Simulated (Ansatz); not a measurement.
**SnH4 (SMILES [H][Sn]([H])([H])[H]): levels of theory compared**

Aim: a comparison of 6 runs (HF/STO-3G, UPBE/STO-3G, r2SCAN0/STO-3G, revPBE/STO-3G, CCSD(T)/STO-3G, UCCSD(T)/STO-3G) of SnH4. 

The calculation is run with Ansatz 0.2.0.

34 further runs of the same task are left out: 9 that didn't finish, 25 set aside as unsound or not needed.

## 1. The system as given

The species is SnH4 (5 atoms), meant as a singlet with charge 0. SMILES: `[H][Sn]([H])([H])[H]`. The H2–Sn1 distance was set to 3.278 Å, away from the relaxed value. At this shape a bond of the SMILES string is far longer than usual.

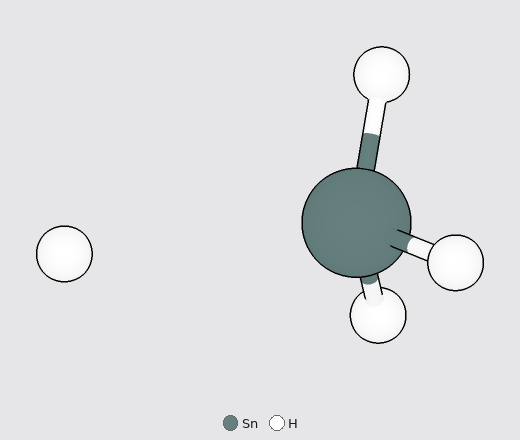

Viewed from a chosen angle; tin teal, hydrogen white.

## 2. The energy at HF/STO-3G (run 1)

job.yaml

```yaml
crystal:
  periodic: [false, false, false]
  atoms:
    - symbol: Sn
      position_ang: [-0.013970, 0.018010, -1.639174]
    - symbol: H
      position_ang: [0.011990, -0.018470, 1.638220]
    - symbol: H
      position_ang: [1.527710, 0.029000, -2.193564]
    - symbol: H
      position_ang: [-0.792720, 1.360320, -2.165834]
    - symbol: H
      position_ang: [-0.784930, -1.315900, -2.194434]
basis:
  gaussian: {orbitals: STO-3G}
accuracy: high
hamiltonian: {xc: hf}
```

The run is started by

```bash
ansatz run job.yaml --threads 1 --pin off --max-ram 2610MiB --events-out events.jsonl --progress --plain --runs-dir runs
```

Output:

```text
Warning: RAYON_NUM_THREADS=1 ignored (pool sized by the plan → 1); use --threads N
Functional definition: HF
  name "HF"
  exchange = exact_x
  correlation = 0
545 factors; integrals over basis functions are off by at most 4.9e-9 eV
mean field evaluation 1: about -162322.3267 eV, gradient 1.2e1 eV
mean field evaluation 2: about -162322.3112 eV, gradient 1.2e1 eV
mean field evaluation 4: about -162325.2400 eV, gradient 1.5e0 eV
mean field evaluation 8: about -162325.2551 eV, gradient 1.1e-6 eV
mean field -162325.25507387 eV, -5965.3430959548 hartree, gradient 1.6e-8 eV, S^2 0.000000; 0 other end points of the search recorded, 0 dependent functions left out
reference -162325.25507387 eV, -5965.3430959548 hartree; 27, 27 occupied and 4, 4 virtual orbitals, 545 factors
Total energy: -162325.25507387 eV, -5965.3430959548 hartree
```

Wall time 0.42 s (1 thread of Arm Neoverse V1, shared host).

## 3. A single-point energy at UPBE/STO-3G (run 2)

molecule.yaml

```yaml
crystal:
  periodic: [false, false, false]
  atoms:
    - {symbol: Sn, position_ang: [-0.013970, 0.018010, -1.639174]}
    - {symbol: H, position_ang: [0.011990, -0.018470, 1.638220]}
    - {symbol: H, position_ang: [1.527710, 0.029000, -2.193564]}
    - {symbol: H, position_ang: [-0.792720, 1.360320, -2.165834]}
    - {symbol: H, position_ang: [-0.784930, -1.315900, -2.194434]}
basis:
  gaussian: {orbitals: STO-3G}
magnetization: {spin_polarized: true, initial_magnetization: 0}
hamiltonian: {xc: pbe}
accuracy: high
```

The run is started by

```bash
ansatz run molecule.yaml --threads 1 --pin off --max-ram 2610MiB --events-out events.jsonl --progress --plain --runs-dir runs
```

Output:

```text
Warning: RAYON_NUM_THREADS=1 ignored (pool sized by the plan → 1); use --threads N
Functional definition: PBE
  name "PBE"
  parameter kappa = 0.804
  parameter beta = 0.06672455060314922
  exchange = pbe_x(kappa = kappa, mu = beta*pi^2/3)
  correlation = pbe_c(beta = beta)
545 factors; integrals over basis functions are off by at most 4.9e-9 eV
mean field evaluation 1: about -162361.8686 eV, gradient 1.5e1 eV
mean field evaluation 2: about -162355.8308 eV, gradient 1.2e1 eV
mean field evaluation 4: about -162360.9358 eV, gradient 1.1e1 eV
mean field evaluation 8: about -162362.7314 eV, gradient 1.3e1 eV
mean field evaluation 16: about -162367.7159 eV, gradient 8.4e-1 eV
mean field evaluation 32: about -162368.0860 eV, gradient 2.0e-2 eV
mean field -162368.08600117 eV, -5966.9171035015 hartree, gradient 1.1e-8 eV, S^2 0.836715; 3 other end points of the search recorded, 0 dependent functions left out
reference -162368.08600320 eV, -5966.9171035762 hartree; 27, 27 occupied and 4, 4 virtual orbitals, 545 factors
Total energy: -162368.08600320 eV, -5966.9171035762 hartree
```

It took 6 s on 1 thread of Arm Neoverse V1, shared host; peak memory 0.13 GiB.

Run 3 isn't shown in full; the table further down has it.

## 4. A single-point energy at revPBE/STO-3G (run 4)

molecule.yaml

```yaml
crystal:
  periodic: [false, false, false]
  atoms:
    - symbol: Sn
      position_ang: [-0.013970, 0.018010, -1.639174]
    - symbol: H
      position_ang: [0.011990, -0.018470, 1.638220]
    - symbol: H
      position_ang: [1.527710, 0.029000, -2.193564]
    - symbol: H
      position_ang: [-0.792720, 1.360320, -2.165834]
    - symbol: H
      position_ang: [-0.784930, -1.315900, -2.194434]
basis:
  gaussian:
    orbitals: STO-3G
hamiltonian:
  xc: {name: revPBE}
accuracy: high
```

The run is started by

```bash
ansatz run molecule.yaml --threads 1 --pin off --max-ram 2610MiB --events-out events.jsonl --progress --plain --runs-dir runs
```

Output:

```text
Warning: RAYON_NUM_THREADS=1 ignored (pool sized by the plan → 1); use --threads N
Functional definition: revPBE
  name "revPBE"
  parameter kappa = 1.245
[... 3 set-up lines as earlier in the session ...]
545 factors; integrals over basis functions are off by at most 4.9e-9 eV
mean field evaluation 1: about -162369.3670 eV, gradient 2.1e1 eV
mean field evaluation 2: about -162363.2907 eV, gradient 1.7e1 eV
mean field evaluation 4: about -162368.8228 eV, gradient 1.5e1 eV
mean field evaluation 8: about -162370.4392 eV, gradient 1.8e1 eV
mean field -162375.25886904 eV, -5967.1807015338 hartree, gradient 4.6e-8 eV, S^2 0.000000; 0 other end points of the search recorded, 0 dependent functions left out
reference -162375.25887144 eV, -5967.1807016218 hartree; 27, 27 occupied and 4, 4 virtual orbitals, 545 factors
Total energy: -162375.25887144 eV, -5967.1807016218 hartree
```

Run time: 1.8 s. Hardware: 1 thread of Arm Neoverse V1, shared host; peak memory 0.095 GiB.

Run 5 isn't shown in full; the table further down has it.

## 5. The energy at UCCSD(T)/STO-3G (run 6)

job.yaml

```yaml
crystal:
  periodic: [false, false, false]
  atoms:
    - {symbol: Sn, position_ang: [-0.013970, 0.018010, -1.639174]}
    - {symbol: H, position_ang: [0.011990, -0.018470, 1.638220]}
    - {symbol: H, position_ang: [1.527710, 0.029000, -2.193564]}
    - {symbol: H, position_ang: [-0.792720, 1.360320, -2.165834]}
    - {symbol: H, position_ang: [-0.784930, -1.315900, -2.194434]}
basis:
  gaussian: {orbitals: STO-3G}
accuracy: high
magnetization: {spin_polarized: true, initial_magnetization: 0}
scf: {omitted_lower_state_checks: [cluster_reference, increment]}
correlation: {method: ccsd_t, frozen_orbitals: {H: 0, Sn: 18}}
```

The run is started by

```bash
ansatz run job.yaml --threads 1 --pin off --max-ram 2610MiB --events-out events.jsonl --progress --plain --runs-dir runs
```

Output (excerpt; [...] marks lines left out):

```text
Warning: RAYON_NUM_THREADS=1 ignored (pool sized by the plan → 1); use --threads N
[... 2 set-up lines as earlier in the session ...]
[...]
545 factors; integrals over basis functions are off by at most 4.9e-9 eV
[...]
mean field -162328.63225592 eV, -5965.4672051063 hartree, gradient 8.1e-9 eV, S^2 0.966630; 5 other end points of the search recorded, 0 dependent functions left out
18 core orbitals not correlated: weight in the atoms' cores, before any rotation towards them, 1.000 or more for the frozen orbitals, at most 0.000 for the correlated occupied ones
reference -162328.63225592 eV, -5965.4672051063 hartree; 9, 9 occupied and 4, 4 virtual orbitals, 545 factors
second order -0.84164609 eV of doubles, -0.00000000 eV of singles
cycle   1  -1.12738200 eV  change   -2.9e-1 eV  update   4.8e-2
[...]
cycle  23  -1.39746982 eV  change    2.2e-9 eV  update  6.0e-10
perturbative correction -0.02998062 eV, -0.0011017675 hartree
WARN: these amplitudes may be one of several solutions (largest doubles amplitude 0.53, level shift 0.00 eV)
Total energy: -162330.05970636 eV, -5965.5196629425 hartree
Checks for a lower state left out: cluster_reference, increment
```

Run time: 0.97 s. Hardware: 1 thread of Arm Neoverse V1, shared host; peak memory 0.096 GiB.

## 6. All runs side by side

| run | level | frozen core orbitals | energy (Eh) | wall time |
| --- | --- | --- | --- | --- |
| 1 | HF/STO-3G | – | -5965.343096 | 0.42 s |
| 2 | UPBE/STO-3G | – | -5966.917104 | 6 s |
| 3 | r2SCAN0/STO-3G | – | -5967.786518 | 3.9 s |
| 4 | revPBE/STO-3G | – | -5967.180702 | 1.8 s |
| 5 | CCSD(T)/STO-3G | 18 | -5965.521505 | 0.54 s |
| 6 | UCCSD(T)/STO-3G | 18 | -5965.519663 | 0.97 s |

## 7. Results

| quantity | value |
| --- | --- |
| run 6: total energy | -5965.51966 Eh |
| run 6: correlation energy (18 core orbitals frozen) | -52.5 mEh |
| run 6: (T) correction | -1.10 mEh |
| run 6: ⟨S²⟩ of the reference determinant | 0.967 |
| run 6: T1 diagnostic | 0.025 |

In words: Below the HF energy at the same shape and in the same basis (STO-3G): CCSD(T) -178.4 mEh; UCCSD(T) -176.6 mEh. Some of these start from another determinant than that one, so these aren't their correlation energies. Totals of different functionals can't be ranked against each other. In run 5 the log says that unrestricted orbitals would lower the reference, so the values rest on an unstable closed-shell determinant (other closed-shell runs at this shape may share the fault). In runs 1, 2, 3, 4, 5, 6 the basis is minimal, so the values are rough. In runs 1, 3, 4, 5 a closed-shell determinant meets a far-stretched bond, which it describes badly. In runs 1, 2, 3, 4, 5, 6 relativity is left out where basis or elements ask for it. Spin contamination of the reference: run 6 ⟨S²⟩ = 0.97, run 2 ⟨S²⟩ = 0.84. Where it is this large, the reference is a mixture of spin states, and values that rest on it are in doubt. All runs together took 14 s, the longest 6 s.
